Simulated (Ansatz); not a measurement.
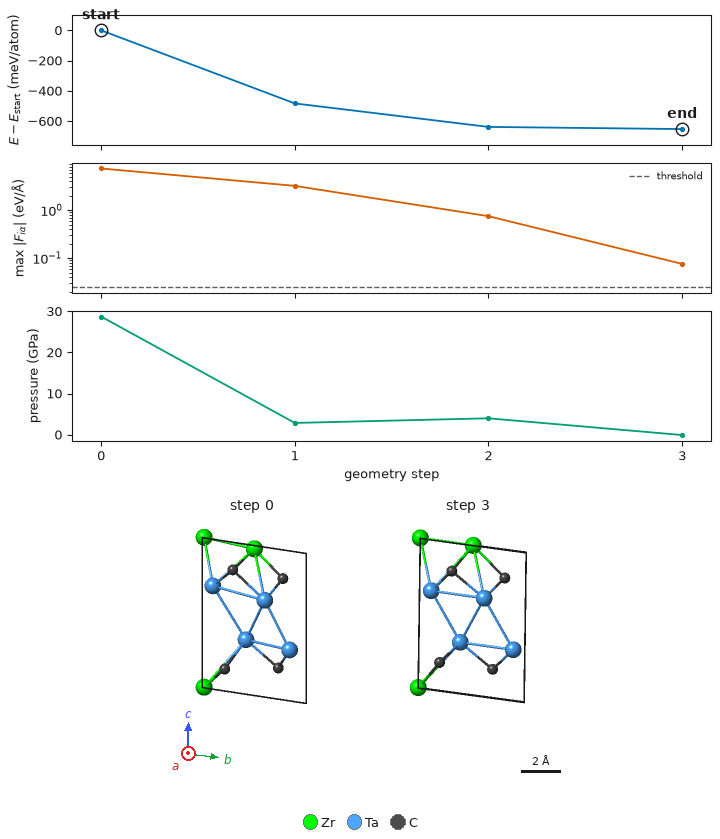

First and last geometry of a relaxation of solid ZrTa2C2 (a generated structure, set up in P1) (coarse preliminary run), with the history of the run. The picture is a ball-and-stick view of the cell of the calculation, seen along the a axis.

All numbers below come from DFT PBE, scalar-relativistic, plane waves, PAW (Ansatz). Set-up: plane-wave cutoff 420 eV; k-point mesh 8 × 4 × 8; occupations gaussian; smearing width 0.2 eV; no spin polarisation; cell and atoms relaxed; force threshold 0.025 eV/Å; at most 60 steps.

**Read the history and describe the run.**

The run was cut off at its time limit before the relaxation converged, so the last structure is only a point on the way. The largest move relative to the cell is that of a C atom, 0.36 Å along [2 −1 2]. By element the largest moves are C 0.36 Å, Ta 0.29 Å, Zr 0.22 Å. Cell: a 3.139 → 3.203 Å (+2.0 %), b 5.441 → 5.529 Å (+1.6 %), c 7.885 → 7.891 Å (+0.1 %), α 98.5° → 96.8°, β 100.3° → 101.6°. Volume +3.7 %. Among the contacts that change: C–Ta 2.715 → 2.179 Å, Ta–Ta 2.704 → 3.198 Å, Ta–Ta 2.590 → 3.058 Å, Ta–Ta 3.596 → 3.199 Å. Bond angles that change, for instance: Zr–C–Ta 152.9° → 174.0°, Zr–C–Ta 73.4° → 89.8°, Ta–C–Ta 109.7° → 94.4°. Within 0.06 Å the space group is P1 at the start and R-3m at the end; at a tighter tolerance small leftover displacements or strains of the cell lower it. The energy falls by 652 meV per atom in 3 geometry steps. The largest force component goes from 7.4 to 0.076 eV/Å. Pressure: 28.72 GPa at the start and −0.08 GPa at the end. Cost: 7.6 min on 1 thread of Arm Neoverse V2, on a shared host, peak memory 0.91 GiB.
